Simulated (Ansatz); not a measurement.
# How amorphous 63GeO2-24PbO-13Al2O3 (mol %) changes with quench rate

Does a slower quench leave a cell of lower energy?

Computed with Ansatz 0.2.0: Kohn-Sham DFT, PBE, PAW (set soft_2). Every run is a single point, with the atoms held where the recipe put them (cutoff of the plane-wave runs 420 eV, fermi-dirac smearing of 0.025 eV).

First member: 115 atoms (24 Ge, 9 Sr, 10 Al, 72 O) placed at random at 3.86 g/cm³, melted at 5000 K for 10 ps at fixed volume with the Morse and Coulomb pair potential with partial charges (Pedone, Malavasi, Menziani, Cormack and Segre, J. Phys. Chem. B 110, 11780 (2006)). Quenched from 5000 K to 300 K at 10 K/ps and fixed volume, held 10 ps at zero pressure, then minimised at fixed cell. Then Sr was replaced by Pb and the cell scaled by 1.008 (the potential has no terms for the new elements, so the cell is a start for a DFT relaxation).

Last member: 115 atoms (24 Ge, 9 Sr, 10 Al, 72 O) placed at random at 3.86 g/cm³, melted at 5000 K for 10 ps at fixed volume with the Morse and Coulomb pair potential with partial charges (Pedone, Malavasi, Menziani, Cormack and Segre, J. Phys. Chem. B 110, 11780 (2006)). Quenched from 5000 K to 300 K at 1000 K/ps and fixed volume, held 10 ps at zero pressure, then minimised at fixed cell. Then Sr was replaced by Pb and the cell scaled by 1.008 (the potential has no terms for the new elements, so the cell is a start for a DFT relaxation).

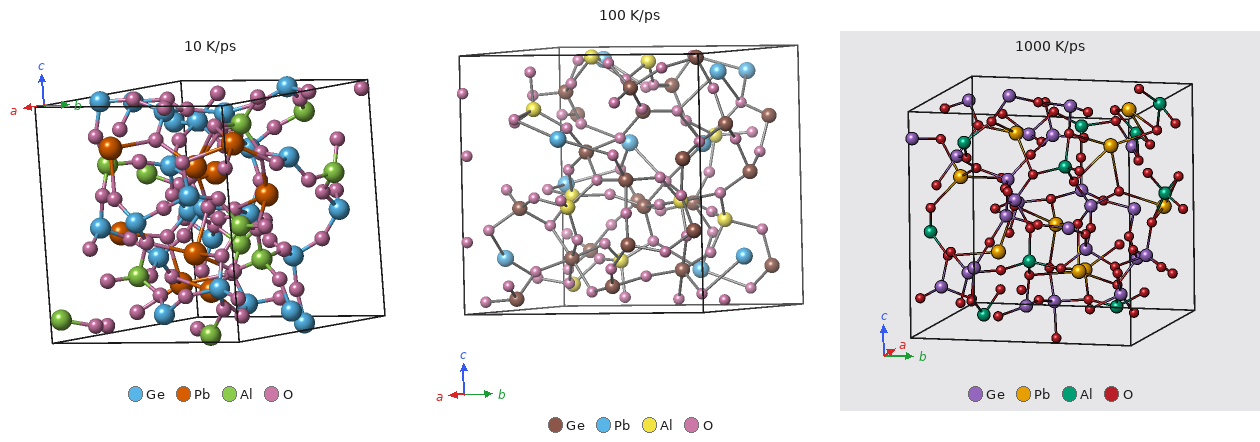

Three members of the series, labelled by quench rate. Bonds to atoms that aren't drawn are left out. Some periodic images of atoms are drawn too.

The members:

```tsv
quench rate (K/ps)	reduced formula	atoms	valence electrons	k-mesh	basis	density (g/cm³)
10	Al10Ge24Pb9O72	115	924	1×1×1	plane waves	4.86
30	Al10Ge24Pb9O72	115	924	1×1×1	plane waves	4.66
100	Al10Ge24Pb9O72	115	924	1×1×1	plane waves	4.91
300	Al10Ge24Pb9O72	115	924	1×1×1	plane waves	4.75
1000	Al10Ge24Pb9O72	115	924	1×1×1	plane waves	4.92
```

Each cell is one sample from a classical run, so sample-to-sample scatter enters every column.

The input of the first member, without its atom lines; other members have their own cell and atoms, and may differ in mesh, basis and outputs:

```yaml
crystal:
  lattice:
    - [11.97579, 0.0, 0.0]
    - [0.0, 11.97579, 0.0]
    - [0.0, 0.0, 11.97579]
  atoms:
    [... 115 lines ...]
kpoints:
  mp_grid: { grid: [1, 1, 1] }
hamiltonian:
  xc: pbe
scf:
  occupations: { method: fermi_dirac, width: 0.025 }
output:
  forces: true
  stress: true
  populations: true
  dos:
    method: { smearing: { sigma: 0.08 } }
    de: 0.1
    projected: { site_lists: { Al: [Al], Ge: [Ge], O: [O], Pb: [Pb] } }
  eigenvalues: true
  write_density: true
  write_potential: true
  volumetric_format: npy
```

Results; charges are mean Löwdin charges in e:

```tsv
quench rate (K/ps)	energy less the first member's (meV/atom)	pressure (GPa)	r.m.s. force (eV/Å)	gap (eV)	q(Al)	q(Ge)	q(Pb)
10	0.0	3.57	0.765	2.44	+1.30	+1.59	+1.12
30	22.6	3.08	0.830	1.75	+1.33	+1.59	+1.12
100	25.8	4.19	0.848	1.75	+1.30	+1.58	+1.11
300	23.2	3.35	0.798	1.63	+1.30	+1.59	+1.11
1000	40.4	3.33	0.769	2.14	+1.30	+1.57	+1.11
```

The gap is that between the highest filled and lowest empty Kohn-Sham level on the run's k-points; tail or defect levels can set it. The projection misses up to 0.042 e an atom, so the charges add up to more than the cell's charge.

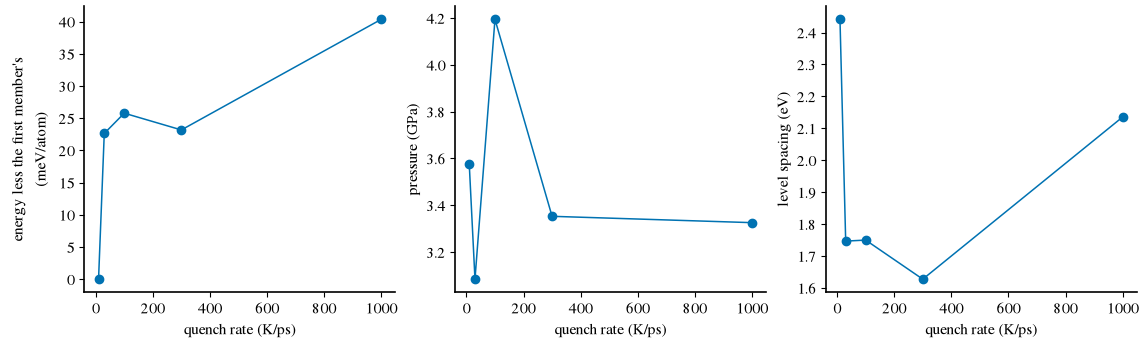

Results against quench rate.

Cost on 8 threads of Intel Xeon Platinum 8259CL at 2.50GHz (Skylake/Cascade Lake), shared host:

```tsv
quench rate (K/ps)	atoms	basis	k-mesh	SCF cycles	time	host memory (GiB)
10	115	plane waves	1×1×1	10	40 s	2.9
30	115	plane waves	1×1×1	10	37 s	3.1
100	115	plane waves	1×1×1	10	35 s	2.8
300	115	plane waves	1×1×1	10	37 s	2.9
1000	115	plane waves	1×1×1	10	31 s	2.9
```

Times include the outputs that each run asked for, on hosts shared with other jobs.

**Reading.** The energy against the first member is lowest at 10 K/ps (0.0 meV/atom) and highest at 1000 K/ps (40.4 meV/atom), rising overall but not at every step; each member is a single configuration. The slowest quench gives the lowest energy. The gap is lowest at 300 K/ps (1.63 eV) and highest at 10 K/ps (2.44 eV), with no steady trend; in single samples it varies with the configuration. The density spans 4.66 to 4.92 g/cm³, so the columns mix its effect with that of the quench rate. The pressure is lowest at 30 K/ps (3.1 GPa) and highest at 100 K/ps (4.2 GPa), with no steady trend. The cells differ in volume and aren't at zero pressure, which adds to their energy differences.

**Limits.** The levels lack spin–orbit coupling, which is large for the heavy elements here. The network of bonds at the start is that of the classical potential that made the cell, and needn't be the one that DFT or experiment would give. The cells aren't relaxed by DFT, which could reorder their energies. Even the slowest of these quenches is many orders faster than a laboratory quench. The cells were made for other elements and scaled, so their density isn't DFT's own.

[Logs are printed without paths, hosts, clocks, repeated set-up lines and the standing remarks that a program may print on its own settings, such as how far it seeks lower states.]

[Hosts, paths, dates, database ids (printed as entryN), source tags and the programs' standing remarks are cut or masked in the printed files.]
